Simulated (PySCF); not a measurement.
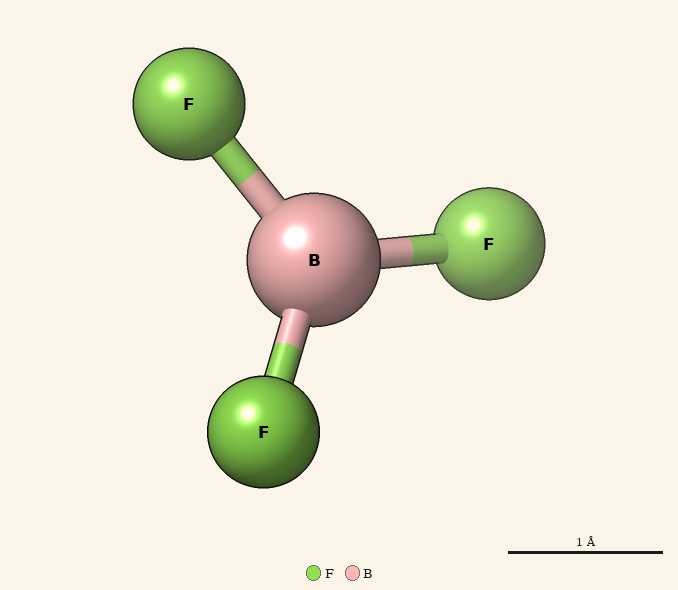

Depth is shown by fading: the farther an atom, the more it takes the colour of the background. The geometry was computed by an optimisation with GFN2-xTB. No frequency run is at hand to confirm it as a minimum. Masses are those of the most abundant isotopes; constants are for the rigid equilibrium geometry.

### Classify the rotor and give the rotational constants (GHz).

An oblate symmetric top (D3h): A = B = 10.5, C = 5.24 GHz.
